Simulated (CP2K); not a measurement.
# CH5BN (SMILES C[B]N) at PM3

Aim: the energy change on altering one bond length of CH5BN at PM3, from 2 runs. 

Program for the calculation: CP2K 2026.2.

2 further runs of the same task are left out: 1 that didn't finish, 1 set aside as unsound or not needed.

## Step 1: The system as given

CH5BN: 8 atoms, total charge 0, spin state doublet. SMILES: `C[B]N`. The shape is that of a GFN2-xTB optimisation. This is one conformer, not always the lowest.

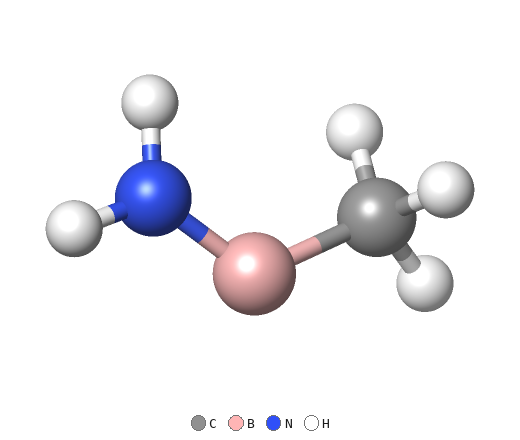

The structure, seen from a chosen angle (carbon grey, boron pink, nitrogen blue, hydrogen white).

## Step 2: Energy and gradient at PM3

Contents of mol.inp:

```
&global
    project_name mol
    run_type ENERGY_FORCE
    print_level MEDIUM
&end global
&force_eval
    method Quickstep
    &dft
        multiplicity 2
        uks T
        &qs
            method PM3
            eps_default 1.0E-10
            &se
                &coulomb
                    cutoff [angstrom] 50
                    rc_range [angstrom] 0
                &end coulomb
                &exchange
                    cutoff [angstrom] 50
                    rc_range [angstrom] 0
                &end exchange
            &end se
        &end qs
        &poisson
            periodic NONE
            poisson_solver ANALYTIC
        &end poisson
        &scf
            scf_guess ATOMIC
            eps_scf 1.0E-07
            max_scf 40
            &ot
                minimizer DIIS
                preconditioner FULL_ALL
            &end ot
            &outer_scf
                eps_scf 1.0E-07
                max_scf 10
            &end outer_scf
        &end scf
        &print
            &moments
                periodic F
                reference COM
                max_moment 1
            &end moments
            &mo_cubes
                nlumo 5
                nhomo -1
                write_cube F
            &end mo_cubes
            &hirshfeld OFF
            &end hirshfeld
        &end print
    &end dft
    &subsys
        &cell
            abc 19.1 19.3 18.4
            periodic NONE
        &end cell
        &coord
            C     -0.714270     0.753920    -0.457880
            B     -0.166190    -0.726720    -0.348270
            N      0.846650    -1.063160     0.521260
            H     -1.762450     0.822230    -0.743190
            H     -0.149860     1.295920    -1.216940
            H     -0.596690     1.300030     0.481830
            H      1.293860    -0.399980     1.148280
            H      1.248950    -1.982250     0.614910
        &end coord
        &topology
            &center_coordinates
            &end center_coordinates
        &end topology
    &end subsys
    &print
        &forces ON
        &end forces
    &end print
&end force_eval
```

Started as:

```
$ OMP_NUM_THREADS=1 cp2k.psmp mol.inp > mol.out
```

The log of the run (excerpt; [...] marks lines left out):

```text
CP2K| version string:                                       CP2K version 2026.2
[...]
 GLOBAL| Method name                                                        CP2K
[...]
 GLOBAL| Run type                                                   ENERGY_FORCE
[...]
                             - Atoms:                                          8
[...]
                             - Spherical basis functions:                     17
[...]
 Number of electrons:                                                          9
[...]
     1 OT DIIS     0.15E+00    0.0     0.23659370       -11.5077486463 -1.15E+01
[...]
    31 OT DIIS     0.15E+00    0.0     0.00000009       -15.2563030107 -2.09E-12
  *** SCF run converged in    31 steps ***
  Core-core repulsion energy [eV]:                            765.35522415131652
  Core Hamiltonian energy [eV]:                              -610.53085414118391
  Two-electron integral energy [eV]:                        -1139.93897492982387
  Electronic energy [eV]:                                   -1180.50034160609584
  Total energy [eV]:                                         -415.14511745477927
  Atomic reference energy [eV]:                               415.81205545657195
  Heat of formation [kcal/mol]:                                15.37995690980285
[...]
 SE_DIPOLE| Moment [Debye]         -2.32598773       2.07091083      -1.60601791
 SE_DIPOLE| Derivative [a.u.]       0.00000000       0.00000000       0.00000000
 *** WARNING in qs_scf_post_se.F:140 :: Printing of MO cube files not ***
 *** implemented for Semi-Empirical method.                           ***
 ENERGY| Total FORCE_EVAL ( QS ) energy [hartree]            -15.256303010652935
 FORCES| Atomic forces [hartree/bohr]
 FORCES|   Atom     x               y               z               |f|
 FORCES|      1  1.15199677E-02 -1.19548680E-02  1.48284095E-03   1.66681535E-02
 FORCES|      2 -2.72200745E-02  3.31546266E-02 -1.35605977E-02   4.49894602E-02
 FORCES|      3  4.42512470E-02 -8.03798538E-03  3.97494014E-02   6.00233037E-02
 FORCES|      4 -3.54802265E-03 -1.09092759E-02  2.56561865E-04   1.14746063E-02
 FORCES|      5  3.70014523E-03 -1.36114167E-03 -2.83759445E-03   4.85754296E-03
 FORCES|      6 -3.22612285E-04 -1.53841338E-03  1.32564994E-03   2.05624468E-03
 FORCES|      7 -1.41229472E-02 -1.31594218E-02 -1.71868923E-02   2.58460304E-02
 FORCES|      8 -1.42577032E-02  1.38064795E-02 -9.22936972E-03   2.18879474E-02
 FORCES| Sum    -4.16333634E-17  8.32667268E-17  3.60822483E-16
 FORCES| Total atomic force                                       3.72638631E-16
[...]
```

Run time: 2.1 s. Hardware: 1 thread of Arm Neoverse N1, shared host; peak memory 0.14 GiB.

## Step 3: The distorted shape, same level

Contents of mol.inp:

```
&GLOBAL
  PROJECT_NAME mol
  RUN_TYPE ENERGY_FORCE
  PRINT_LEVEL MEDIUM
&END GLOBAL

&FORCE_EVAL
  METHOD QS
  &DFT
    CHARGE 0
    MULTIPLICITY 2
    UKS T
    &QS
      METHOD PM3
      EPS_DEFAULT 1.0E-10
      &SE
        &COULOMB
          CUTOFF [angstrom] 50
          RC_RANGE [angstrom] 0
        &END COULOMB
        &EXCHANGE
          CUTOFF [angstrom] 50
          RC_RANGE [angstrom] 0
        &END EXCHANGE
      &END SE
    &END QS
    # isolated system
    &POISSON
      PERIODIC NONE
      POISSON_SOLVER ANALYTIC
    &END POISSON
    # SCF settings
    &SCF
      SCF_GUESS ATOMIC
      EPS_SCF 1.0E-07
      MAX_SCF 40
      &OT ON
        MINIMIZER DIIS
        PRECONDITIONER FULL_ALL
      &END OT
      &OUTER_SCF
        EPS_SCF 1.0E-07
        MAX_SCF 10
      &END OUTER_SCF
    &END SCF
    # extra output
    &PRINT
      &MOMENTS
        PERIODIC F
        REFERENCE COM
        MAX_MOMENT 1
      &END MOMENTS
      &MO_CUBES
        NLUMO 5
        NHOMO -1
        WRITE_CUBE F
      &END MO_CUBES
      &HIRSHFELD OFF
      &END HIRSHFELD
    &END PRINT
  &END DFT
  # structure
  &SUBSYS
    # box in angstrom
    &CELL
      ABC [angstrom] 19.1 19.8 19.1
      PERIODIC NONE
    &END CELL
    &COORD
      C     -1.278700     0.211901     0.301206
      B     -0.730620    -1.268739     0.410816
      N      0.282220    -1.605179     1.280346
      H     -2.326880     0.280211     0.015896
      H     -0.149860     1.295920    -1.216940
      H     -1.161120     0.758011     1.240916
      H      0.729430    -0.941999     1.907366
      H      0.684520    -2.524269     1.373996
    &END COORD
    &TOPOLOGY
      &CENTER_COORDINATES
      &END CENTER_COORDINATES
    &END TOPOLOGY
  &END SUBSYS
  # extra output
  &PRINT
    &FORCES ON
    &END FORCES
  &END PRINT
&END FORCE_EVAL
```

Started as:

```
$ OMP_NUM_THREADS=1 cp2k.psmp -i mol.inp -o mol.out
```

The log of the run (excerpt; [...] marks lines left out):

```text
CP2K| version string:                                       CP2K version 2026.2
[...]
 GLOBAL| Method name                                                        CP2K
[...]
 GLOBAL| Run type                                                   ENERGY_FORCE
[...]
                             - Atoms:                                          8
[...]
                             - Spherical basis functions:                     17
[...]
 Number of electrons:                                                          9
[...]
     1 OT DIIS     0.15E+00    0.0     0.22204430       -11.5396481046 -1.15E+01
[...]
    31 OT DIIS     0.15E+00    0.0     0.00000008       -15.1199230489 -1.07E-11
  *** SCF run converged in    31 steps ***
  Core-core repulsion energy [eV]:                            734.94392484090008
  Core Hamiltonian energy [eV]:                              -604.29383776832628
  Two-electron integral energy [eV]:                        -1084.16823407397328
  Electronic energy [eV]:                                   -1146.37795480531304
  Total energy [eV]:                                         -411.43402996441290
  Atomic reference energy [eV]:                               415.81205545657195
  Heat of formation [kcal/mol]:                               100.95967427022242
[...]
 *** WARNING in qs_scf_post_se.F:140 :: Printing of MO cube files not ***
 *** implemented for Semi-Empirical method.                           ***
 ENERGY| Total FORCE_EVAL ( QS ) energy [hartree]            -15.119923048871772
 FORCES| Atomic forces [hartree/bohr]
 FORCES|   Atom     x               y               z               |f|
 FORCES|      1  7.39826936E-03 -4.18710522E-02  1.56577215E-02   4.53109661E-02
 FORCES|      2 -2.64112420E-02  5.53074549E-02 -1.85913103E-02   6.40476783E-02
 FORCES|      3  4.30445816E-02 -8.70274311E-03  3.69731196E-02   5.74071887E-02
 FORCES|      4  5.93568497E-03 -1.73895462E-03 -1.23671468E-02   1.38276043E-02
 FORCES|      5 -1.07737981E-02 -1.07399940E-02  1.46635192E-02   2.11291503E-02
 FORCES|      6  8.89077663E-03  7.10181118E-03 -1.04513058E-02   1.54502888E-02
 FORCES|      7 -1.47683819E-02 -1.28712827E-02 -1.62239720E-02   2.54360431E-02
 FORCES|      8 -1.33158905E-02  1.35147605E-02 -9.66062537E-03   2.12905936E-02
 FORCES| Sum    -4.71844785E-16 -1.24900090E-16 -4.16333634E-17
 FORCES| Total atomic force                                       4.89868218E-16
[...]
```

It took 2 s on 1 thread of Arm Neoverse N1, shared host; peak memory 0.14 GiB.

## Step 4: Results

Level: PM3.

```
                                                         quantity           value
                                        first shape: total energy    -15.25630 Eh
                                       first shape: dipole moment          3.50 D
           first shape: heat of formation at this unrelaxed shape   15.4 kcal/mol
                            first shape: largest force on an atom      3.087 eV/Å
                                    distorted shape: total energy    -15.11992 Eh
                                   distorted shape: dipole moment          3.80 D
       distorted shape: heat of formation at this unrelaxed shape  101.0 kcal/mol
                        distorted shape: largest force on an atom      3.293 eV/Å
energy change with the C1–H5 bond stretched from 1.090 to 2.180 Å        3.711 eV
```

**Reading.** With the C1–H5 bond stretched from 1.090 to 2.180 Å the energy rises by 3.71 eV (358 kJ/mol). The first shape isn't relaxed at this level, so the change isn't measured from a minimum. The largest force (first shape) is 3.09 eV/Å: the shape isn't a stationary point for this species at this level.
